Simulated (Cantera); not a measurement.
Charge: 1 mol SiH₄, a varied amount of HCl, 4.1 mol H₂, equilibrated at 950 K and 1.00 bar.

Equilibrium computed with Cantera from the NASA thermochemical tables; the gas is ideal and each condensed phase is pure. Candidate condensed phases: Si; 19 gas species. The tables' values for SiCl₃ are old estimates; treat these amounts as uncertain. Equilibrium is a limit: real reactors are often held back by kinetics, nucleation or transport.

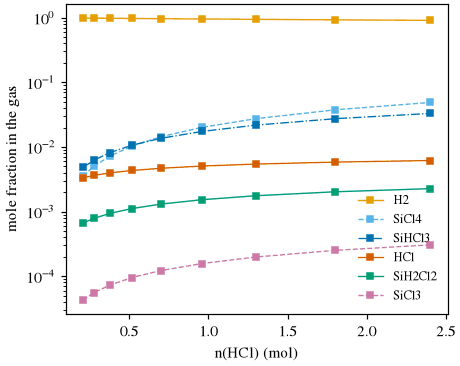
Figure: Equilibrium gas composition (values under 1e-9 drawn at 1e-9)

From 0.21 mol HCl to 2.4 mol HCl the condensed part is Si(s). The main Si-bearing gas is SiHCl₃ at 0.21 mol HCl and SiCl₄ at 2.4 mol HCl. The share of Si in condensed phases is highest at 0.21 mol HCl (94.3 %) and lowest at 2.4 mol HCl (33.7 %).
